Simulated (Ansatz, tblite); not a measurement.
# Ga13P13 zinc blende bond sphere (Ga13P13H30): a ladder of methods and basis sets

Aim: run the singlet of Ga13P13 zinc blende bond sphere (Ga13P13H30) at one geometry on many levels, and compare frontier levels, spin and run time.

Program: Ansatz 0.2.0, Gaussian basis. Level of theory: as each input shows. These are calculated values, not measurements.

Levels to be run: GFN1-xTB, GFN2-xTB, PBE-D4/def2-TZVP, r2SCAN-D4/def2-TZVP, PBE-D4/def2-SVP, PBE0-D4/def2-SVP.

1 further run of the same task is left out (set aside as unsound or not needed).

## 1. The geometry

The singlet was relaxed beforehand with PBE-D4/def2-SVP.

56 atoms, charge 0, spin multiplicity 1.

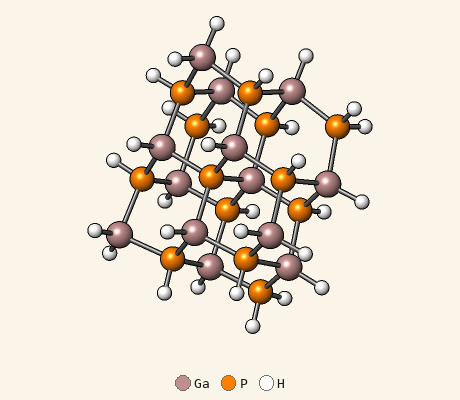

The structure; gallium pink, phosphorus orange, hydrogen white.

PBE0-D4/def2-TZVP was run before; its log isn't repeated, and its numbers join the tables.

## 2. GFN1-xTB

Tight binding, by tblite at 300 K electronic temperature and without a spin-polarisation term:

```python
tblite.interface.Calculator('GFN1-xTB', numbers, positions, charge=0, uhf=0).singlepoint()
```

Energy -1858.1558 eV, HOMO -10.37 eV, LUMO -6.30 eV; 0.69 s.

## 3. GFN2-xTB

Tight binding, by tblite at 300 K electronic temperature and without a spin-polarisation term:

```python
tblite.interface.Calculator('GFN2-xTB', numbers, positions, charge=0, uhf=0).singlepoint()
```

Energy -1740.3064 eV, HOMO -11.23 eV, LUMO -7.69 eV; 0.57 s.

## 4. PBE-D4/def2-TZVP

start.molden holds the orbitals of an earlier run on this state, given as this run's starting guess.

in.yaml reads:

```yaml
crystal:
  periodic: [false, false, false]
  atoms:
    - {symbol: Ga, position_ang: [-2.102519, -2.100851, -0.631110]}
    - {symbol: Ga, position_ang: [-2.189068, 0.794812, -3.476927]}
    - {symbol: Ga, position_ang: [-4.990299, 0.732907, -0.727955]}
    - {symbol: Ga, position_ang: [-2.099704, 0.633488, 2.102851]}
    - {symbol: Ga, position_ang: [-2.186271, 3.478705, -0.793752]}
    - {symbol: Ga, position_ang: [0.792035, -2.187988, -3.478228]}
    - {symbol: Ga, position_ang: [0.726541, -4.991061, -0.728457]}
    - {symbol: Ga, position_ang: [0.633553, -2.101576, 2.101102]}
    - {symbol: Ga, position_ang: [3.477024, -2.188338, -0.796777]}
    - {symbol: Ga, position_ang: [0.636761, 0.636723, -0.637627]}
    - {symbol: Ga, position_ang: [0.797408, 3.478120, 2.186272]}
    - {symbol: Ga, position_ang: [3.479684, 0.793922, 2.184834]}
    - {symbol: Ga, position_ang: [0.734099, 0.730349, 4.989834]}
    - {symbol: P, position_ang: [-3.373658, -0.586257, -1.978903]}
    - {symbol: P, position_ang: [-0.589387, -3.372377, -1.980255]}
    - {symbol: P, position_ang: [-0.681518, -0.679106, -4.647213]}
    - {symbol: P, position_ang: [-0.707629, -0.707579, 0.708304]}
    - {symbol: P, position_ang: [-0.743558, 2.005582, -2.005647]}
    - {symbol: P, position_ang: [-3.370836, 1.982356, 0.589166]}
    - {symbol: P, position_ang: [-0.583971, 1.981573, 3.372433]}
    - {symbol: P, position_ang: [-0.675724, 4.648098, 0.677779]}
    - {symbol: P, position_ang: [2.004200, -0.743848, -2.006834]}
    - {symbol: P, position_ang: [1.980578, -3.372912, 0.585994]}
    - {symbol: P, position_ang: [1.983262, -0.587539, 3.370845]}
    - {symbol: P, position_ang: [4.648027, -0.679093, 0.674890]}
    - {symbol: P, position_ang: [2.006692, 2.005007, 0.741397]}
    - {symbol: H, position_ang: [-3.039803, -3.037793, 0.221404]}
    - {symbol: H, position_ang: [-2.984215, 1.712060, -4.479280]}
    - {symbol: H, position_ang: [-5.776010, -0.235128, 0.241132]}
    - {symbol: H, position_ang: [-5.672115, 1.742985, -1.737475]}
    - {symbol: H, position_ang: [-3.037066, -0.217597, 3.041040]}
    - {symbol: H, position_ang: [-2.981514, 4.481462, -1.710474]}
    - {symbol: H, position_ang: [1.708443, -2.983391, -4.481159]}
    - {symbol: H, position_ang: [-0.243266, -5.771647, 0.242985]}
    - {symbol: H, position_ang: [1.733645, -5.677809, -1.737458]}
    - {symbol: H, position_ang: [-0.217606, -3.038835, 3.039341]}
    - {symbol: H, position_ang: [4.478805, -2.983448, -1.714686]}
    - {symbol: H, position_ang: [1.715601, 4.480405, 2.980430]}
    - {symbol: H, position_ang: [4.482886, 1.711132, 2.978954]}
    - {symbol: H, position_ang: [-0.234800, -0.238284, 5.774988]}
    - {symbol: H, position_ang: [1.744318, 1.739455, 5.671997]}
    - {symbol: H, position_ang: [-4.157128, -1.414193, -2.848350]}
    - {symbol: H, position_ang: [-1.418505, -4.154525, -2.849766]}
    - {symbol: H, position_ang: [-1.460083, -1.456758, -5.562073]}
    - {symbol: H, position_ang: [0.064389, 0.066686, -5.615628]}
    - {symbol: H, position_ang: [0.110106, 2.818856, -2.820186]}
    - {symbol: H, position_ang: [-4.152370, 2.852933, 1.417747]}
    - {symbol: H, position_ang: [-1.411416, 2.851914, 4.155419]}
    - {symbol: H, position_ang: [-1.451826, 5.565502, 1.454902]}
    - {symbol: H, position_ang: [0.071468, 5.614086, -0.069864]}
    - {symbol: H, position_ang: [2.817758, 0.109620, -2.821317]}
    - {symbol: H, position_ang: [2.850887, -4.155338, 1.414024]}
    - {symbol: H, position_ang: [2.853853, -1.415965, 4.152528]}
    - {symbol: H, position_ang: [5.565729, -1.455816, 1.451045]}
    - {symbol: H, position_ang: [5.613728, 0.067966, -0.073251]}
    - {symbol: H, position_ang: [2.820394, 2.818380, -0.112976]}
basis:
  gaussian: {orbitals: def2-TZVP, fitting: {mean_field: def2-universal-jkfit}, initial_orbitals: start.molden}
hamiltonian: {xc: pbe, dispersion: d4}
scf: {omitted_lower_state_checks: [starts]}
output: {forces: true, orbitals: {seedname: orbitals}}
```

Command:

```sh
$ ansatz run in.yaml --threads 11 --pin off --events-out ev --progress --plain --max-ram 174080MiB --backend cuda --devices 0, --max-vram 75GiB
```

The runs that follow: r2SCAN-D4/def2-TZVP; PBE-D4/def2-SVP; PBE0-D4/def2-SVP.

**Question.** What will the summary of the whole plan be? Wanted: gap in def2-TZVP, named functionals, smallest and largest; binding an atom, functionals in def2-TZVP; PBE0 total energy, smallest basis above largest.

**Answer**, as computed:

| quantity | value |
| --- | --- |
| gap in def2-TZVP, named functionals, smallest and largest | 3.78 eV (PBE-D4), 5.48 eV (PBE0-D4) |
| binding an atom, functionals in def2-TZVP | 2.85 (PBE0-D4) to 2.86 eV (r2SCAN-D4) |
| PBE0 total energy, smallest basis above largest | 127.61 eV (def2-SVP, def2-TZVP) |

**Reading.** Over the named functionals in def2-TZVP the gap runs from 3.78 eV (PBE-D4) to 5.48 eV (PBE0-D4); exact exchange widens it.
